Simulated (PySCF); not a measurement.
**C$_{7}$H$_{9}$O$_{2}$PS: density, localisation and related maps**

Input file:

```
{"job": {"kind": "nmr", "xc": "PBE0", "basis": "pcSseg-1"}, "charge": 0, "multiplicity": 1}
C     -3.401831    -1.313890    -0.435948
O     -1.997307    -1.141296    -0.356477
C     -1.571795     0.120526    -0.147515
O     -2.320115     1.061533    -0.031859
C     -0.114761     0.172228    -0.084201
S      0.733646    -1.323330    -0.281525
C      2.303037    -0.629525    -0.114775
C      3.485190    -1.534606    -0.209081
P      2.404043     1.066279     0.149749
C      0.645444     1.295573     0.117612
C      0.052250     2.652616     0.303729
H     -3.876033    -0.989562     0.493133
H     -3.569245    -2.374967    -0.602249
H     -3.809109    -0.725103    -1.260990
H      3.443593    -2.304893     0.561217
H      4.402765    -0.963466    -0.084994
H      3.511282    -2.035384    -1.177065
H      0.837496     3.392011     0.447008
H     -0.614454     2.660290     1.164718
H     -0.549247     2.925645    -0.562008
```

Command:

```sh
OMP_NUM_THREADS=1 python probes_run.py task.json out
```

Geometry: GFN2-xTB.

The calculation used PySCF, PBE0/pcSseg-1, SCF density, gas phase, non-relativistic.

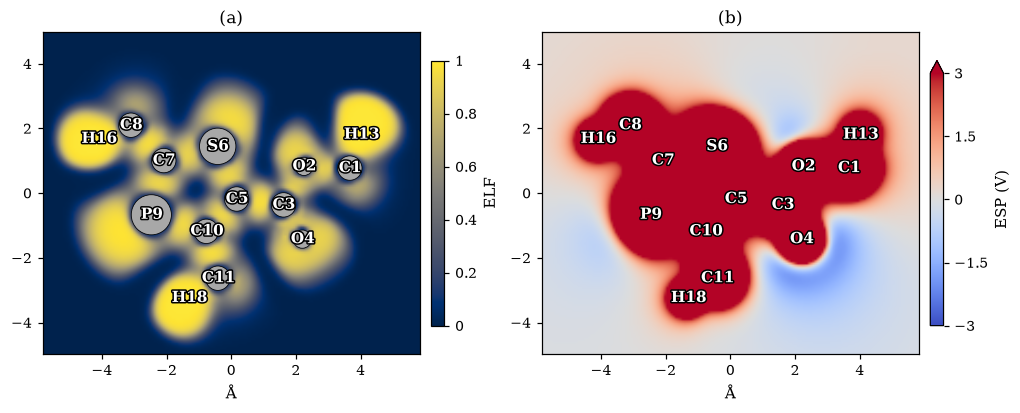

Figure 1. (a) ELF; (b) electrostatic potential on the plane of atoms O2, C3 and C5. Grey discs cover the atomic cores in the ELF map.

> Read the bonding off the picture.

The section cuts through C, O, S, P and H sites. C–O (1.21 Å): the ELF peaks at about 0.85 between the atoms (a short, multiple covalent bond). C–C (1.37 Å): the ELF peaks at about 0.95 between the atoms; a covalent bond. C–P (1.72 Å): the ELF peaks at about 0.95 between the atoms, as expected for localised, covalent bonding. C–S (1.72 Å): the ELF peaks at about 0.90 between the atoms (a covalent bond). C–H (1.09 Å): the ELF climbs to about 1 towards the hydrogen, as it does in any bond to H: a covalent bond by its length. The ELF also peaks beside O4, P9, O2 and S6, away from the bonds: lone-pair regions. Outside the dense part of the molecule the potential is most negative (−1.9 V) near O4.

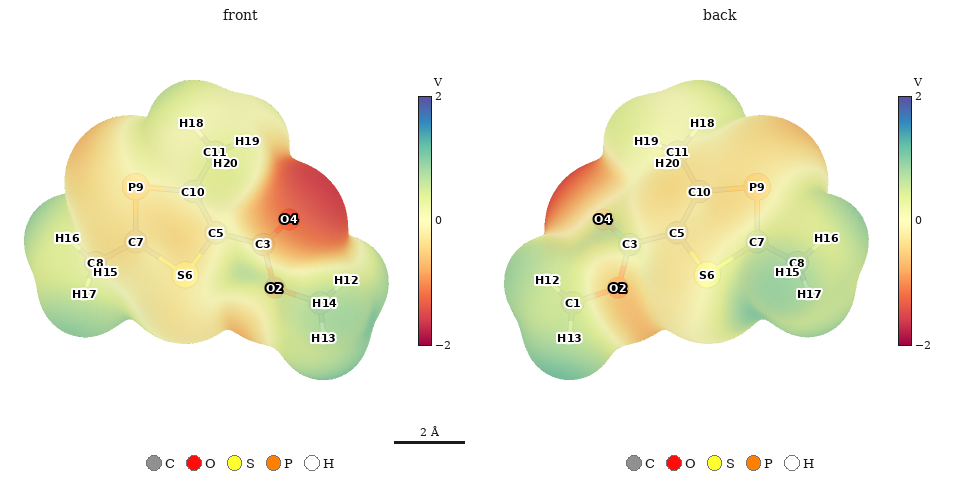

Figure 2. The molecular electrostatic potential painted on the density surface at 0.002 e/bohr³, seen from the front and from behind; red is negative and blue positive.

> Where is the surface potential most negative and most positive?

The most negative region (about −1.5 V) lies over O4, the most positive (about +1.0 V) over C1, S6 and H13. O4 is the likeliest acceptor of a hydrogen bond.

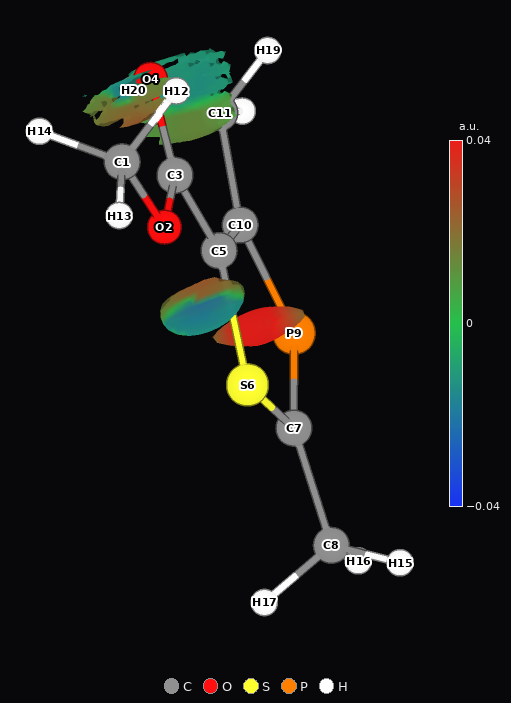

Figure 3. Non-covalent interaction (NCI) plot: the surface where the reduced density gradient is 0.5, for densities under 0.05 a.u., coloured by sign(λ₂)ρ; seen at an oblique angle.

> What holds or crowds the atoms apart from the covalent bonds?

- Between C11 and H19 on one side and O4 on the other: a weak contact, attractive (blue-green) on one side and crowded (olive to red) on the other
- Between S6 and C5 on one side and O2 and C3 on the other: a weak contact, attractive (blue-green) on one side and crowded (olive to red) on the other
- Between C1 on one side and O4 and C3 on the other: a weak contact (green)
- Inside the ring or cage of C5, S6, C7, P9 and C10: steric crowding (red)
